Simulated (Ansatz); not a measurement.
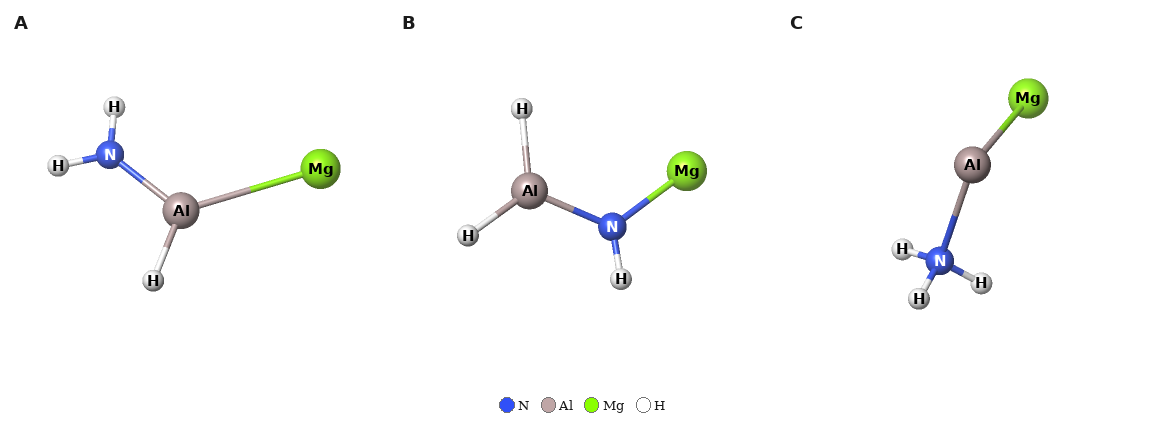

3 stationary structures of one formula. The species is neutral and a spin doublet. Geometries: PBE-D4/def2-SVP. Electronic energies: PBE-D4/def2-SVP (Ansatz 0.2.0), without zero-point energy. No frequency run is at hand to confirm each as a minimum.

> Rank them by energy, lowest first.

B is lowest (Cs); A lies 0.339 eV above it (Cs), C lies 1.243 eV above it.
